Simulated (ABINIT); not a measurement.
# WS2 (Tungstenite): G0W0 with ABINIT, start to end

How does a plane-wave GW calculation on WS2 (Tungstenite) run from the first input to the gap?

Calculated with ABINIT 10.8.3; PBE and many-body steps on it, plane waves.

## (1) Starting point

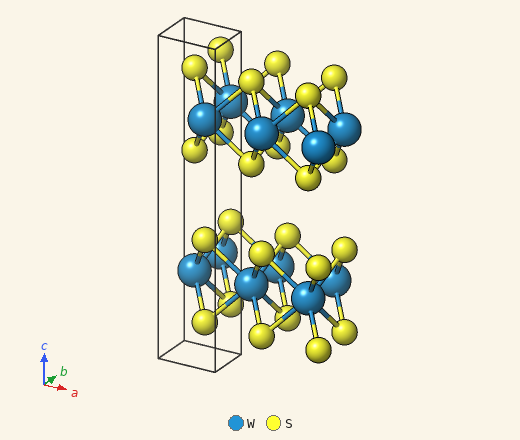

The cell as given, slightly off an axis (tungsten blue, sulfur yellow). 3×2×1 cells are drawn.

As a file:

```cif
data_structure
_symmetry_space_group_name_H-M 'P 1'
_symmetry_Int_Tables_number 1
_cell_length_a 3.1532
_cell_length_b 3.1532
_cell_length_c 12.3230
_cell_angle_alpha 90.000
_cell_angle_beta 90.000
_cell_angle_gamma 120.000
_cell_volume 106.11
loop_
_atom_site_label
_atom_site_type_symbol
_atom_site_fract_x
_atom_site_fract_y
_atom_site_fract_z
_atom_site_occupancy
W1 W 0.33333 0.66667 0.25000 1
W2 W 0.66667 0.33333 0.75000 1
S3 S 0.33333 0.66667 0.62250 1
S4 S 0.66667 0.33333 0.12250 1
S5 S 0.33333 0.66667 0.87750 1
S6 S 0.66667 0.33333 0.37750 1
```

The cell and positions come from the Crystallography Open Database and are kept as given unless a step says otherwise. Spin-orbit coupling is left out unless a step names it.

## (2) Ground state

This step: ABINIT 10.8.3; DFT, PBE, plane waves, norm-conserving pseudopotentials.

The ground-state density comes first.

run.abi

```
acell 3*1.0 Angstrom
rprim 
  3.153199999992 0.000000000002 0.000000000000
  -1.576599999998 2.730751303206 0.000000000000
  0.000000000000 0.000000000000 12.323000000000
ntypat 2
znucl 74 16
natom 6
typat 1 1 2 2 2 2
xred 
  0.333333333333 0.666666666667 0.250000000000
  0.666666666667 0.333333333333 0.750000000000
  0.333333333333 0.666666666667 0.622500000000
  0.666666666667 0.333333333333 0.122500000000
  0.333333333333 0.666666666667 0.877500000000
  0.666666666667 0.333333333333 0.377500000000
pp_dirpath "pseudos"
pseudos "W.upf, S.upf"
ecut 31
ngkpt 6 6 2
nshiftk 1
shiftk 0 0 0
kptopt 1
chksymbreak 0
nband 33
occopt 1
tolvrs 1e-10
nstep 60
prtwf 0
indata_prefix "in"
outdata_prefix "out"
tmpdata_prefix "tmp"
```

Run with:

```bash
$ OMP_NUM_THREADS=1 mpirun -n 4 abinit run.abi > log
```

Numbers of over 12 decimals in the logs are rounded to 6 here.

What it wrote:

```text
.Version 10.8.3 of ABINIT. v10.8.2 released Aug 2026.

 Symmetries : space group P6_3/m m c (#194); Bravais hP (primitive hexag.)
================================================================================
 Values of the parameters that define the memory need of the present run
     intxc =       0    ionmov =       0      iscf =       7    lmnmax =       8
     lnmax =       8     mgfft =     120  mpssoang =       4    mqgrid =    5837
     natom =       6  nloc_mem =       1    nspden =       1   nspinor =       1
    nsppol =       1      nsym =      24    n1xccc =    2501    ntypat =       2
    occopt =       1   xclevel =       2
-    mband =          33        mffmem =           1         mkmem =           4
       mpw =        5944          nfft =      108000          nkpt =          14
================================================================================
  Rough estimation (10% accuracy) of disk space for files :
================================================================================

--------------------------------------------------------------------------------
------------- Echo of variables that govern the present computation ------------
--------------------------------------------------------------------------------
 -outvars: echo values of preprocessed input variables --------
            acell      1.8897261259E+00  1.8897261259E+00  1.8897261259E+00 Bohr

      chksymbreak           0
             ecut      3.10000000E+01 Hartree
-          fftalg         312

              ixc     -101130
              kpt      0.00000000E+00  0.00000000E+00  0.00000000E+00
                       1.66666667E-01  0.00000000E+00  0.00000000E+00
                       3.33333333E-01  0.00000000E+00  0.00000000E+00
                       5.00000000E-01  0.00000000E+00  0.00000000E+00
                       1.66666667E-01  1.66666667E-01  0.00000000E+00
                       3.33333333E-01  1.66666667E-01  0.00000000E+00
                       3.33333333E-01  3.33333333E-01  0.00000000E+00
                       0.00000000E+00  0.00000000E+00  5.00000000E-01
                       1.66666667E-01  0.00000000E+00  5.00000000E-01
                       3.33333333E-01  0.00000000E+00  5.00000000E-01
                       5.00000000E-01  0.00000000E+00  5.00000000E-01
[...]
kptrlatt        6    0    0      0    6    0      0    0    2
          kptrlen      3.57521065E+01
P           mkmem           4
            natom           6
            nband          33
            ngfft          30      30     120
             nkpt          14
            nstep          60
             nsym          24
           ntypat           2
              occ      2.000000  2.000000  2.000000  2.000000  2.000000  2.000000
                       2.000000  2.000000  2.000000  2.000000  2.000000  2.000000
                       2.000000  2.000000  2.000000  2.000000  2.000000  2.000000
                       2.000000  2.000000  2.000000  2.000000  2.000000  2.000000
                       2.000000  2.000000  0.000000  0.000000  0.000000  0.000000
[...]
prtwf           0
            rprim      3.1532000000E+00  2.0000000000E-12  0.0000000000E+00
[...]
spgroup         194

           tolvrs      1.00000000E-10

             xred      3.3333333333E-01  6.6666666667E-01  2.5000000000E-01
[...]
znucl       74.00000   16.00000

================================================================================

 chkinp: Checking input parameters for consistency.

================================================================================
== DATASET  1 ==================================================================
-   mpi_nproc: 4, omp_nthreads: 1 (-1 if OMP is not activated)

--- !DatasetInfo
iteration_state: {dtset: 1, }
dimensions: {natom: 6, nkpt: 14, mband: 33, nsppol: 1, nspinor: 1, nspden: 1, mpw: 5944, }
cutoff_energies: {ecut:  31.0, pawecutdg:  -1.0, }
electrons: {nelect:   5.20000000E+01, charge:   0.00000000E+00, occopt:   1.00000000E+00, tsmear:   1.00000000E-02, }

 Real(R)+Recip(G) space primitive vectors, cartesian coordinates (Bohr,Bohr^-1):
 R(1)=  5.9586844  0.0000000  0.0000000  G(1)=  0.1678223  0.0968922  0.0000000
 R(2)= -2.9793422  5.1603721  0.0000000  G(2)=  0.0000000  0.1937845  0.0000000
 R(3)=  0.0000000  0.0000000 23.2870950  G(3)=  0.0000000  0.0000000  0.0429422
 Unit cell volume ucvol=  7.1605555E+02 bohr^3
 Angles (23,13,12)=  9.00000000E+01  9.00000000E+01  1.20000000E+02 degrees

 getcut: wavevector=  0.0000  0.0000  0.0000  ngfft=  30  30 120
         ecut(hartree)=     31.000   => boxcut(ratio)=   2.01023

--- Pseudopotential description ------------------------------------------------
- W Generated using ONCVPSP code by D. R. Hamann
- 74.00000  14.00000  171031                  znucl, zion, pspdat
12 -101130 3 -1 1396                          pspcod,pspxc,lmax,lloc,mmax
     nproj     2     2     2     2
  pspatm : epsatm=   11.70739509
         --- l  ekb(1:nproj) -->
[...]
pspatm: atomic psp has been read  and splines computed

- S Generated using ONCVPSP code by D. R. Hamann
- 16.00000   6.00000  171031                  znucl, zion, pspdat
[...]
ETOT  8  -196.02959029387    -2.853E-09 5.135E-04 2.264E-06
 ETOT  9  -196.02959029410    -2.319E-10 1.853E-04 7.420E-08
 ETOT 10  -196.02959029411    -1.396E-11 4.535E-04 3.028E-09
 ETOT 11  -196.02959029411     3.951E-12 1.653E-04 3.322E-10
 ETOT 12  -196.02959029411    -4.292E-12 4.851E-04 6.888E-12

 At SCF step   12       vres2   =  6.89E-12 < tolvrs=  1.00E-10 =>converged.

 Cartesian components of stress tensor (hartree/bohr^3)
  sigma(1 1)= -1.47127000E-04  sigma(3 2)=  0.00000000E+00
  sigma(2 2)= -1.47127000E-04  sigma(3 1)=  0.00000000E+00
  sigma(3 3)= -1.47330013E-04  sigma(2 1)=  0.00000000E+00

--- !ResultsGS
iteration_state: {dtset: 1, }
comment   : Summary of ground state results
lattice_vectors:
- [  5.9586844,   0.0000000,   0.0000000, ]
- [ -2.9793422,   5.1603721,   0.0000000, ]
- [  0.0000000,   0.0000000,  23.2870950, ]
lattice_lengths: [   5.95868,    5.95868,   23.28710, ]
lattice_angles: [ 90.000,  90.000, 120.000, ] # degrees, (23, 13, 12)
lattice_volume:   7.1605555E+02
convergence: {deltae: -4.292E-12, res2:  6.888E-12, residm:  4.851E-04, diffor: null, }
etotal    :  -1.96029590E+02
entropy   :   0.00000000E+00
fermie    :   3.49444803E-01
cartesian_stress_tensor: # hartree/bohr^3
- [ -1.47127000E-04,   0.00000000E+00,   0.00000000E+00, ]
- [  0.00000000E+00,  -1.47127000E-04,   0.00000000E+00, ]
- [  0.00000000E+00,   0.00000000E+00,  -1.47330013E-04, ]
pressure_GPa:   4.3306E+00
xred      :
- [  3.3333E-01,   6.6667E-01,   2.5000E-01,  W]
- [  6.6667E-01,   3.3333E-01,   7.5000E-01,  W]
- [  3.3333E-01,   6.6667E-01,   6.2250E-01,  S]
- [  6.6667E-01,   3.3333E-01,   1.2250E-01,  S]
- [  3.3333E-01,   6.6667E-01,   8.7750E-01,  S]
- [  6.6667E-01,   3.3333E-01,   3.7750E-01,  S]
cartesian_forces: # hartree/bohr
- [  7.06071653E-30,   1.49471908E-29,  -0.00000000E+00, ]
- [ -1.27092898E-29,  -9.51184871E-30,  -1.80669085E-31, ]
- [  9.88500315E-30,   4.91898462E-29,  -2.40440500E-03, ]
- [  2.11821496E-29,   4.26674357E-29,  -2.40440500E-03, ]
- [ -1.41214331E-30,  -4.86463120E-29,   2.40440500E-03, ]
- [ -2.40064362E-29,  -4.86463120E-29,   2.40440500E-03, ]
force_length_stats: {min:   1.58755773E-29, max:   2.40440500E-03, mean:   1.60293667E-03, }

 Integrated electronic density in atomic spheres:
 ------------------------------------------------
 Atom  Sphere_radius  Integrated_density
[...]
================================================================================

 ----iterations are completed or convergence reached----

 Mean square residual over all n,k,spin=   29.308E-07; max=  48.513E-05
 reduced coordinates (array xred) for    6 atoms
[...]
0.666666666667      0.333333333333      0.750000000000
       0.333333333333      0.666666666667      0.622500000000
       0.666666666667      0.333333333333      0.122500000000
       0.333333333333      0.666666666667      0.877500000000
       0.666666666667      0.333333333333      0.377500000000
 rms dE/dt=  2.6395E-02; max dE/dt=  5.5992E-02; dE/dt below (all hartree)
    1      -0.000000000000     -0.000000000000      0.000000000000
    2       0.000000000000      0.000000000000      0.000000000000
    3      -0.000000000000     -0.000000000000      0.055991607767
    4      -0.000000000000     -0.000000000000      0.055991607767
    5       0.000000000000      0.000000000000     -0.055991607767
    6       0.000000000000      0.000000000000     -0.055991607767

 cartesian coordinates (angstrom) at end:
    1     -1.33e-12     1.820501     3.080750
    2      1.576600     0.910250     9.242250
    3     -1.33e-12     1.820501     7.671068
    4      1.576600     0.910250     1.509567
[...]
cartesian forces (hartree/bohr) at end:
[...]
frms,max,avg= 1.1334474E-03 2.4044050E-03   0.000E+00  0.000E+00  0.000E+00 h/b

 cartesian forces (eV/Angstrom) at end:
[...]
2     -0.000000    -0.000000    -0.000000
    3      0.000000     0.000000    -0.123639
    4      0.000000     0.000000    -0.123639
    5     -0.000000    -0.000000     0.123639
    6     -0.000000    -0.000000     0.123639
 frms,max,avg= 5.8284208E-02 1.2363948E-01   0.000E+00  0.000E+00  0.000E+00 e/A
 length scales=  1.889726125908  1.889726125908  1.889726125908 bohr
              =  1.000000000000  1.000000000000  1.000000000000 angstroms
 prteigrs : about to open file out_EIG
 Fermi (or HOMO) energy (hartree) =   0.34944   Average Vxc (hartree)=  -0.41084
 Eigenvalues (hartree) for nkpt=  14  k points:
 kpt#   1, nband= 33, wtk=  0.01389, kpt=  0.0000  0.0000  0.0000 (reduced coord)
  -2.39287   -2.39287   -1.07959   -1.07958   -1.07265   -1.07265   -1.07265   -1.07265
  -0.22539   -0.21688   -0.16868   -0.15256    0.06843    0.10714    0.20801    0.22170
   0.22170    0.22222    0.22222    0.26709    0.26709    0.26906    0.26906    0.29374
   0.30457    0.34944    0.43436    0.43442    0.43474    0.43539    0.43621    0.43925
   0.44308
 prteigrs : prtvol=0 or 1, do not print more k-points.

--- !EnergyTerms
iteration_state     : {dtset: 1, }
comment             : Components of total free energy in Hartree
kinetic             :  5.62979939841233E+01
hartree             :  5.12043006772170E+01
xc                  : -4.59534279595050E+01
Ewald energy        : -1.20345391836037E+02
psp_core            :  4.31999703190776E+00
local_psp           : -1.72738556694186E+02
non_local_psp       :  3.11854945023664E+01
total_energy        : -1.96029590294114E+02
total_energy_eV     : -5.33423689713455E+03
band_energy         : -1.79620718601513E+01

 Cartesian components of stress tensor (hartree/bohr^3)
  sigma(1 1)= -1.47127000E-04  sigma(3 2)=  0.00000000E+00
  sigma(2 2)= -1.47127000E-04  sigma(3 1)=  0.00000000E+00
  sigma(3 3)= -1.47330013E-04  sigma(2 1)=  0.00000000E+00

-Cartesian components of stress tensor (GPa)         [Pressure=  4.3306E+00 GPa]
- sigma(1 1)= -4.32862579E+00  sigma(3 2)=  0.00000000E+00
- sigma(2 2)= -4.32862579E+00  sigma(3 1)=  0.00000000E+00
- sigma(3 3)= -4.33459863E+00  sigma(2 1)=  0.00000000E+00

== END DATASET(S) ==============================================================
================================================================================

 -outvars: echo values of variables after computation  --------
           etotal     -1.9602959029E+02
            nband          33
             nkpt          14
          spgroup         194
 [... the other variables as echoed above ...]

 Calculation completed.
```

It took 43 s on 4 MPI ranks of Arm Neoverse V1, shared host; peak memory 0.37 GiB; 2.8 min of CPU time.

Numbers from this step:

| Property | Result |
| --- | --- |
| total energy | -5334.2369 eV |
| gap | 0.9807 eV |
| k of the valence top | 0, 0, 0 |
| k of the conduction bottom | 0.1667, 0.1667, 0 |
| least direct gap | 1.837 eV |
| pressure | 4.331 GPa |

The gap is indirect, with the least direct gap 0.86 eV higher.

The cutoff was set for levels, not for stress, so the pressure can be off by some GPa.

## (3) Empty states on the mesh, 3×3×1 mesh, 166 bands

The sums over transitions need many empty states on a uniform mesh; this step solves for them.

Changes to run.abi since step 2:

```diff
@@ -19,3 +19,3 @@
 ecut 31
-ngkpt 6 6 2
+ngkpt 3 3 1
 nshiftk 1
@@ -24,7 +24,10 @@
 chksymbreak 0
-nband 33
-occopt 1
-tolvrs 1e-10
+iscf -2
+irdden 1
+istwfk *1
+nband 166
+nbdbuf 14
+tolwfr 1e-09
 nstep 60
-prtwf 0
+prtvol 0
 indata_prefix "in"
```

Run with:

```bash
$ OMP_NUM_THREADS=1 mpirun -n 3 abinit run.abi > log
```

What it wrote:

```text
.Version 10.8.3 of ABINIT. v10.8.2 released Aug 2026.

 Symmetries : space group P6_3/m m c (#194); Bravais hP (primitive hexag.)
[... echo of the input left out ...]
== DATASET  1 ==================================================================
-   mpi_nproc: 3, omp_nthreads: 1 (-1 if OMP is not activated)

--- !DatasetInfo
iteration_state: {dtset: 1, }
dimensions: {natom: 6, nkpt: 3, mband: 166, nsppol: 1, nspinor: 1, nspden: 1, mpw: 5917, }
cutoff_energies: {ecut:  31.0, pawecutdg:  -1.0, }
electrons: {nelect:   5.20000000E+01, charge:   0.00000000E+00, occopt:   1.00000000E+00, tsmear:   1.00000000E-02, }

 Real(R)+Recip(G) space primitive vectors, cartesian coordinates (Bohr,Bohr^-1):
 R(1)=  5.9586844  0.0000000  0.0000000  G(1)=  0.1678223  0.0968922  0.0000000
 R(2)= -2.9793422  5.1603721  0.0000000  G(2)=  0.0000000  0.1937845  0.0000000
 R(3)=  0.0000000  0.0000000 23.2870950  G(3)=  0.0000000  0.0000000  0.0429422
 Unit cell volume ucvol=  7.1605555E+02 bohr^3
 Angles (23,13,12)=  9.00000000E+01  9.00000000E+01  1.20000000E+02 degrees

 getcut: wavevector=  0.0000  0.0000  0.0000  ngfft=  30  30 120
         ecut(hartree)=     31.000   => boxcut(ratio)=   2.01023

--- Pseudopotential description ------------------------------------------------
- W Generated using ONCVPSP code by D. R. Hamann
- 74.00000  14.00000  171031                  znucl, zion, pspdat
12 -101130 3 -1 1396                          pspcod,pspxc,lmax,lloc,mmax
     nproj     2     2     2     2
  pspatm : epsatm=   11.70739509
         --- l  ekb(1:nproj) -->
             0   12.992056    1.844411
             1    9.080024    1.409692
             2    4.470007    0.514403
[...]
pspatm: atomic psp has been read  and splines computed

- S Generated using ONCVPSP code by D. R. Hamann
- 16.00000   6.00000  171031                  znucl, zion, pspdat
12 -101130 2 -1 1146                          pspcod,pspxc,lmax,lloc,mmax
     nproj     2     2     2     0
  pspatm : epsatm=    9.01821529
         --- l  ekb(1:nproj) -->
[...]
pspatm: atomic psp has been read  and splines computed

--------------------------------------------------------------------------------

================================================================================
 prteigrs : about to open file out_EIG
 Non-SCF case, kpt    1 (  0.00000  0.00000  0.00000), residuals and eigenvalues=
  4.79E-10  8.33E-10  7.66E-10  3.17E-10  2.03E-10  8.23E-10  2.57E-10  9.88E-10
  3.94E-10  3.82E-10  6.48E-10  4.95E-10  2.55E-10  1.82E-10  2.78E-10  2.53E-10
  3.15E-10  2.33E-10  8.23E-10  1.22E-10  3.43E-10  1.58E-10  2.67E-10  1.70E-10
[...]
2.95E-08  5.95E-07  8.04E-07  5.81E-05  2.57E-05  1.56E-04
 -2.3929E+00 -2.3929E+00 -1.0796E+00 -1.0796E+00 -1.0726E+00 -1.0726E+00
 -1.0726E+00 -1.0726E+00 -2.2539E-01 -2.1688E-01 -1.6868E-01 -1.5256E-01
[...]
2.4417E+00  2.4487E+00  2.4590E+00  2.4590E+00  2.4608E+00  2.4608E+00
  2.4834E+00  2.5015E+00  2.5062E+00  2.5341E+00
 prteigrs : prtvol=0 or 1, do not print more k-points.

--- !ResultsGS
iteration_state: {dtset: 1, }
comment   : Summary of ground state results
lattice_vectors:
- [  5.9586844,   0.0000000,   0.0000000, ]
- [ -2.9793422,   5.1603721,   0.0000000, ]
- [  0.0000000,   0.0000000,  23.2870950, ]
lattice_lengths: [   5.95868,    5.95868,   23.28710, ]
lattice_angles: [ 90.000,  90.000, 120.000, ] # degrees, (23, 13, 12)
lattice_volume:   7.1605555E+02
convergence: {deltae:  0.000E+00, res2:  0.000E+00, residm:  9.884E-10, diffor:  0.000E+00, }
etotal    :  -1.96029590E+02
entropy   :   0.00000000E+00
fermie    :   3.49444803E-01
cartesian_stress_tensor: null
pressure_GPa: null
xred      :
- [  3.3333E-01,   6.6667E-01,   2.5000E-01,  W]
- [  6.6667E-01,   3.3333E-01,   7.5000E-01,  W]
- [  3.3333E-01,   6.6667E-01,   6.2250E-01,  S]
- [  6.6667E-01,   3.3333E-01,   1.2250E-01,  S]
- [  3.3333E-01,   6.6667E-01,   8.7750E-01,  S]
- [  6.6667E-01,   3.3333E-01,   3.7750E-01,  S]
cartesian_forces: null
force_length_stats: {min: null, max: null, mean: null, }

 Integrated electronic density in atomic spheres:
 ------------------------------------------------
 Atom  Sphere_radius  Integrated_density
[...]
================================================================================

 ----iterations are completed or convergence reached----

 Mean square residual over all n,k,spin=   47.217E-11; max=  98.837E-11
 reduced coordinates (array xred) for    6 atoms
[...]
0.333333333333      0.666666666667      0.877500000000
       0.666666666667      0.333333333333      0.377500000000

 cartesian coordinates (angstrom) at end:
    1     -1.33e-12     1.820501     3.080750
    2      1.576600     0.910250     9.242250
    3     -1.33e-12     1.820501     7.671068
    4      1.576600     0.910250     1.509567
    5     -1.33e-12     1.820501    10.813432
    6      1.576600     0.910250     4.651933
 length scales=  1.889726125908  1.889726125908  1.889726125908 bohr
              =  1.000000000000  1.000000000000  1.000000000000 angstroms
 prteigrs : about to open file out_EIG
 Eigenvalues (hartree) for nkpt=   3  k points:
 kpt#   1, nband=166, wtk=  0.11111, kpt=  0.0000  0.0000  0.0000 (reduced coord)
[...]
2.32247    2.32247    2.36662    2.38431    2.40443    2.41242    2.41242    2.41414
   2.41414    2.41953    2.41953    2.43000    2.44167    2.44874    2.45900    2.45900
   2.46079    2.46079    2.48336    2.50155    2.50616    2.53409
 prteigrs : prtvol=0 or 1, do not print more k-points.

== END DATASET(S) ==============================================================
================================================================================

 -outvars: echo values of variables after computation  --------
            nband         166
             nkpt           3
          spgroup         194
 [... the other variables as echoed above ...]

 Calculation completed.
```

Wall time 53 s (3 MPI ranks); peak memory 0.29 GiB.

Numbers from this step:

```yaml
gap: 1.305 eV
k_of_the_valence_top: 0, 0, 0
k_of_the_conduction_bottom: 0.3333, 0.3333, 0
least_direct_gap: 1.837 eV
k_points_computed: 3
lowest_point_of_the_top_converged_band_above_the_valence_top: 53.9991 eV
```

On this mesh the gap is 1.305 eV. The earlier step found 0.981 eV, so this mesh misses an edge.

(Continued in part 2 of 2.)

[Paths, hosts, dates, memory and timing lines, banners, echoed tables and standing remarks are left out of the program output.]

[Logs are printed without paths, hosts, clocks, repeated set-up lines and the standing remarks that a program may print on its own settings, such as how far it seeks lower states.]

[Runs of the session that timed out or met a known fault of the program may be left out.]

[Hosts, paths, dates, database ids (printed as entryN), source tags and the programs' standing remarks are cut or masked in the printed files.]

[G0W0 gaps are taken among the corrected bands and points alone; a level outside them can change the order at an edge.]

[Where Ansatz stands beside ABINIT at settings called matched, ABINIT's density can come from a denser mesh and the files from another edition; pairs whose starting gaps differed by over 0.03 eV were left out, so agreement reads better than it is.]
